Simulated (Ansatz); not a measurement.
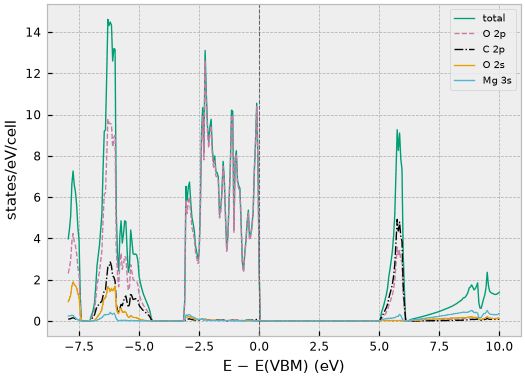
Figure: Total and projected density of states of MgCO3 in space group R-3c (No. 167; Mg on 6b, C on 6a, O on 18e), DFT-PBEsol in the program Ansatz with PAW potentials

### Question
Which orbitals carry the states next to the gap?

### Answer
Top 1 eV of the valence band: O 2p 98 %. Bottom 1 eV of the conduction band: C 2p 53 %, O 2p 37 %, outside the projected shells 6 %. Projections are on Löwdin-orthogonalised atomic valence shells; empty p or d shells of many metals are not among them.

### Question
Where is the tallest occupied peak in this window, and what makes it?

### Answer
Near -6.3 eV, about 15 states/eV per cell; the largest projected share is O 2p.

The workflow started from a Materials Project entry (that database holds measured and hypothetical structures alike); the Crystallography Open Database files this formula in space group No. 167, but the cells were not matched. Whether it is the stable phase at ambient conditions was not checked. Symmetry was held in the PBEsol relaxation; its stability against distortions is not shown here.

Potentials: the later of the program's two PAW sets.
